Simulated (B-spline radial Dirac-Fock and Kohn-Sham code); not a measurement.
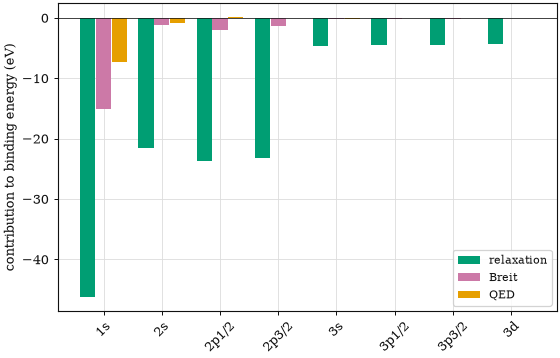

Bars give the relaxation, Breit and QED contributions (eV) to the binding energies of the deepest subshells, counted from the Koopmans value. System: germanium in charge state +4 (Ge⁴⁺), configuration [Ar] 3d9 4p1, which is not the ground configuration. Method: Dirac–Fock ΔSCF (average of configuration, Fermi nucleus, Breit and QED terms, no correlation) (computed with a radial B-spline solver). Open shells are averaged over j.

### How does the QED term of 2p1/2 compare with that of 1s?

0.090 eV against −7.28 eV; the QED terms are weighted to the region near the nucleus, where s electrons have the most density. Its sign is opposite here.

### Which correction is largest for 1s?

Relaxation, −46.3 eV.
